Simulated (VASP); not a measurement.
# Ta2CoO6: structure and properties in VASP

What structure and properties does LDA + U give Ta2CoO6, and how near are they to the measured ones? The steps: relaxing cell and atoms (LDA + U), second relaxation, single point with fields (LDA + U), band structure (LDA + U), total and projected DOS (LDA + U), independent-particle dielectric function (LDA + U) and core levels (LDA + U). The start is a cell from a database of measured crystal structures.

Program: VASP 6.6.1. Level of theory: LDA, DFT+U (Co d 4 eV), spin-polarised from a ferromagnetic start; plane waves and PAW (Ta_pv, Co, O). Results are calculated unless marked as measured.

The experiments to compare with:

“Defect Engineered Room-Temperature Ferromagnetism in Quasi-Two-Dimensional Nitrided CoTa2O6” (2021, arxiv:2104.07804) reports for CoTa2O6, trirutile, by powder XRD Rietveld refinement (solid-state synthesised powder, 300 K): lattice constant a 4.7375 ± 0.0004 Å; lattice constant c 9.1764 ± 0.0009 Å.

### 1. The starting structure

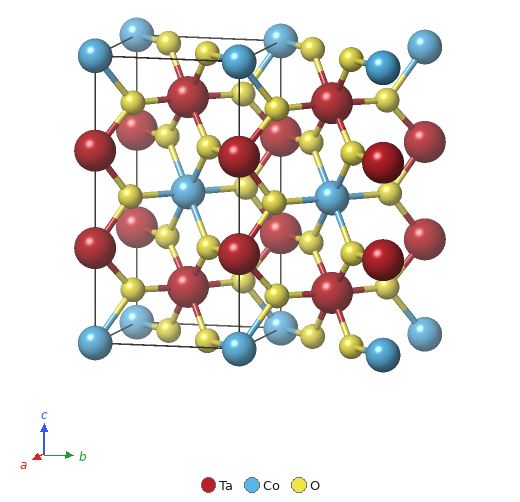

The cell as given, slightly off an axis (tantalum red, cobalt blue, oxygen yellow). 1×2×1 cells are drawn. Some periodic images of atoms are drawn too.

### 2. Relaxing cell and atoms (LDA + U)

The start need not lie at this functional's minimum. ISIF = 3 frees volume, shape and positions, and EDIFFG sets the threshold on forces and stress at which the search stops. LDA, the lowest rung, knows the local density alone. A Hubbard U penalises fractional filling of the localised shell, which semilocal functionals favour.

INCAR

```
SYSTEM = Ta2CoO6
PREC = Accurate
ENCUT = 520
EDIFF = 1E-06
NELM = 100
ISMEAR = 0
SIGMA = 0.05
LREAL = .FALSE.
ALGO = Normal
GGA = CA
NBANDS = 97
ISPIN = 2
MAGMOM = 0 0 0 0 2 2 0 0 0 0 0 0 0 0 0 0 0 0
LDAU = .TRUE.
LDAUTYPE = 2
LDAUL = -1 2 -1
LDAUU = 0 4 0
LDAUJ = 0 0 0
LDAUPRINT = 1
LASPH = .TRUE.
LMAXMIX = 4
LORBIT = 11
LWAVE = .FALSE.
LCHARG = .FALSE.
KPAR = 8
IBRION = 2
NSW = 60
ISIF = 3
EDIFFG = -0.01
```

POSCAR

```
Ta2CoO6
1.0
    4.7358000000      0.0000000000      0.0000000000
    0.0000000000      4.7358000000      0.0000000000
    0.0000000000      0.0000000000      9.1708000000
Ta Co O
4 2 12
Direct
    0.0000000000      0.0000000000      0.3304000000
    0.5000000000      0.5000000000      0.8304000000
    0.5000000000      0.5000000000      0.1696000000
    0.0000000000      0.0000000000      0.6696000000
    0.0000000000      0.0000000000      0.0000000000
    0.5000000000      0.5000000000      0.5000000000
    0.3109000000      0.3109000000      0.0000000000
    0.1891000000      0.8109000000      0.5000000000
    0.6891000000      0.6891000000      0.0000000000
    0.8109000000      0.1891000000      0.5000000000
    0.2967000000      0.2967000000      0.3255000000
    0.2033000000      0.7967000000      0.8255000000
    0.7033000000      0.7033000000      0.3255000000
    0.7967000000      0.2033000000      0.8255000000
    0.7967000000      0.2033000000      0.1745000000
    0.7033000000      0.7033000000      0.6745000000
    0.2033000000      0.7967000000      0.1745000000
    0.2967000000      0.2967000000      0.6745000000
```

KPOINTS

```
Automatic mesh
0
Gamma
5 5 3
0 0 0
```

PAW data sets: Ta_pv, Co and O (LDA family, release 64).

Launch:

```sh
$ mpirun -np 8 vasp_std
```

The log of the run:

```text
[banner, memory and clock lines left out]
running    8 mpi-ranks, on    1 nodes
 distrk:  each k-point on    1 cores,    8 groups
 distr:  one band on    1 cores,    1 groups

 POSCAR found type information on POSCAR TaCoO
 POSCAR found :  3 types and      18 ions
|                                                                             |
|           W    W    AA    RRRRR   N    N  II  N    N   GGGG   !!!           |
|           W    W   A  A   R    R  NN   N  II  NN   N  G    G  !!!           |
|           W    W  A    A  R    R  N N  N  II  N N  N  G       !!!           |
|           W WW W  AAAAAA  RRRRR   N  N N  II  N  N N  G  GGG   !            |
|           WW  WW  A    A  R   R   N   NN  II  N   NN  G    G                |
|           W    W  A    A  R    R  N    N  II  N    N   GGGG   !!!           |
|                                                                             |
|     For optimal performance we recommend to set                             |
|       NCORE = 2 up to number-of-cores-per-socket                            |
|     NCORE specifies how many cores store one orbital (NPAR=cpu/NCORE).      |
|     This setting can greatly improve the performance of VASP for DFT.       |
|     The default, NCORE=1 might be grossly inefficient on modern             |
|     multi-core architectures or massively parallel machines. Do your        |
|     Unfortunately you need to use the default for GW and RPA                |
|     calculations (for HF NCORE is supported but not extensively tested      |
|     yet).                                                                   |
|                                                                             |

|                                                                             |
|               ----> ADVICE to this user running VASP <----                  |
|                                                                             |
|     You have a (more or less) 'large supercell' and for larger cells it     |
|     might be more efficient to use real-space projection operators.         |
|     Therefore, try LREAL= Auto in the INCAR file.                           |
|     Mind: For very accurate calculation, you might also keep the            |
|     reciprocal projection scheme (i.e. LREAL=.FALSE.).                      |
|                                                                             |

 LDA part: xc-table for (Slater(with rela. corr.)+CA(PZ))
 , standard interpolation
 POSCAR, INCAR and KPOINTS ok, starting setup
 FFT: planning ... GRIDC
 FFT: planning ... GRID_SOFT
 FFT: planning ... GRID
 WAVECAR not read
 entering main loop
       N       E                     dE             d eps       ncg     rms          rms(c)
DAV:   1     0.151707589669E+04    0.15171E+04   -0.65623E+04  4656   0.148E+03
DAV:   2    -0.234669175184E+01   -0.15194E+04   -0.13976E+04  4888   0.437E+02
DAV:   3    -0.197015426239E+03   -0.19467E+03   -0.18509E+03  5123   0.162E+02
DAV:   4    -0.205128820690E+03   -0.81134E+01   -0.79518E+01  5640   0.357E+01
DAV:   5    -0.205360751801E+03   -0.23193E+00   -0.23105E+00  6312   0.607E+00    0.751E+01
DAV:   6    -0.176469414630E+03    0.28891E+02   -0.13867E+02  6600   0.645E+01    0.398E+01
DAV:   7    -0.175641675721E+03    0.82774E+00   -0.18611E+01  6255   0.486E+01    0.269E+01
DAV:   8    -0.176186334088E+03   -0.54466E+00   -0.39854E+00  6296   0.876E+00    0.117E+01
DAV:   9    -0.176078026650E+03    0.10831E+00   -0.54024E-01  6640   0.977E+00    0.245E+00
DAV:  10    -0.176117415191E+03   -0.39389E-01   -0.21995E-01  5920   0.197E+00    0.794E-01
DAV:  11    -0.176122413611E+03   -0.49984E-02   -0.16124E-02  5976   0.116E+00    0.434E-01
DAV:  12    -0.176126412851E+03   -0.39992E-02   -0.43264E-03  6688   0.514E-01    0.197E-01
DAV:  13    -0.176127124902E+03   -0.71205E-03   -0.19102E-03  6408   0.306E-01    0.965E-02
DAV:  14    -0.176127358645E+03   -0.23374E-03   -0.37543E-04  6312   0.116E-01    0.480E-02
DAV:  15    -0.176127405823E+03   -0.47178E-04   -0.10381E-04  6296   0.564E-02    0.225E-02
DAV:  16    -0.176127413649E+03   -0.78257E-05   -0.16265E-05  6288   0.294E-02    0.131E-02
DAV:  17    -0.176127414840E+03   -0.11910E-05   -0.22742E-06  4320   0.951E-03    0.661E-03
DAV:  18    -0.176127415027E+03   -0.18764E-06   -0.10056E-06  3376   0.473E-03
   1 F= -.17612742E+03 E0= -.17612742E+03  d E =-.176127E+03  mag=     6.0000
 curvature:   0.00 expect dE= 0.000E+00 dE for cont linesearch  0.000E+00
 trial: gam= 0.00000 g(F)=  0.122E-01 g(S)=  0.660E+00 ort = 0.000E+00 (trialstep = 0.100E+01)
 search vector abs. value=  0.672E+00
 bond charge predicted
       N       E                     dE             d eps       ncg     rms          rms(c)
DAV:   1    -0.179486888983E+03   -0.33595E+01   -0.10386E+02  5390   0.544E+01    0.204E+01
DAV:   2    -0.176450697231E+03    0.30362E+01   -0.96694E+00  6003   0.175E+01    0.107E+01
DAV:   3    -0.175923586091E+03    0.52711E+00   -0.10554E+00  6603   0.854E+00    0.542E+00
DAV:   4    -0.175877527991E+03    0.46058E-01   -0.26045E-01  6614   0.362E+00    0.150E+00
DAV:   5    -0.175868677433E+03    0.88506E-02   -0.18595E-02  6799   0.144E+00    0.837E-01
DAV:   6    -0.175866106704E+03    0.25707E-02   -0.13161E-02  5695   0.856E-01    0.344E-01
DAV:   7    -0.175865770977E+03    0.33573E-03   -0.12154E-03  7200   0.262E-01    0.136E-01
DAV:   8    -0.175865804187E+03   -0.33210E-04   -0.21636E-04  6584   0.759E-02    0.755E-02
DAV:   9    -0.175865817362E+03   -0.13176E-04   -0.56907E-05  6320   0.359E-02    0.211E-02
DAV:  10    -0.175865817114E+03    0.24792E-06   -0.65601E-06  5896   0.171E-02
   2 F= -.17586582E+03 E0= -.17586582E+03  d E =0.261598E+00  mag=     6.0000
[... from here on, the cycles between the ionic steps are left out ...]
   3 F= -.17625496E+03 E0= -.17625496E+03  d E =-.127547E+00  mag=     6.0000
   4 F= -.17628477E+03 E0= -.17628477E+03  d E =-.298107E-01  mag=     6.0000
   5 F= -.17628514E+03 E0= -.17628514E+03  d E =-.301744E-01  mag=     6.0000
   6 F= -.17628513E+03 E0= -.17628513E+03  d E =-.301716E-01  mag=     6.0000
   7 F= -.17628626E+03 E0= -.17628626E+03  d E =-.112866E-02  mag=     6.0000
   8 F= -.17628628E+03 E0= -.17628628E+03  d E =-.114761E-02  mag=     6.0000
   9 F= -.17628676E+03 E0= -.17628676E+03  d E =-.475436E-03  mag=     6.0000
  10 F= -.17628677E+03 E0= -.17628677E+03  d E =-.492449E-03  mag=     6.0000
 curvature:  -0.60 expect dE=-0.222E-03 dE for cont linesearch -0.157E-06
 trial: gam= 0.17224 g(F)=  0.242E-03 g(S)=  0.129E-03 ort =-0.275E-04 (trialstep = 0.732E+00)
 search vector abs. value=  0.448E-03
 bond charge predicted
       N       E                     dE             d eps       ncg     rms          rms(c)
DAV:   1    -0.176286916327E+03   -0.14133E-03   -0.41666E-02  4667   0.820E-01    0.139E-01
DAV:   2    -0.176286949542E+03   -0.33215E-04   -0.25636E-03  4931   0.200E-01    0.770E-02
DAV:   3    -0.176286895812E+03    0.53730E-04   -0.10667E-04  5903   0.491E-02    0.411E-02
DAV:   4    -0.176286886654E+03    0.91579E-05   -0.21660E-05  6239   0.201E-02    0.153E-02
DAV:   5    -0.176286886038E+03    0.61624E-06   -0.21188E-06  4262   0.660E-03
  11 F= -.17628689E+03 E0= -.17628689E+03  d E =-.111896E-03  mag=     6.0000
 trial-energy change:   -0.000112  1 .order   -0.000112   -0.000268    0.000045
 step:   0.6270(harm=  0.6270)  dis= 0.00089  next Energy=  -176.286889 (dE=-0.115E-03)
 reached required accuracy - stopping structural energy minimisation
```

The job ended after 11 min (8 MPI ranks of Intel Xeon Platinum 8259CL at 2.50GHz (Skylake/Cascade Lake), shared host; peak memory 4 GiB).

The logs omit lines about the potential files and the build; timing stands in the text.

[end of part 1 of 8]

[Lines on the potential files, build, host, timing and source positions are cut from VASP's logs without a mark.]

[Logs are printed without paths, hosts, clocks, repeated set-up lines and the standing remarks that a program may print on its own settings, such as how far it seeks lower states.]

[Hosts, paths, dates, database ids (printed as entryN), source tags and the programs' standing remarks are cut or masked in the printed files.]

[A measured line is paired with the nearest computed mode of its activity, which favours agreement.]
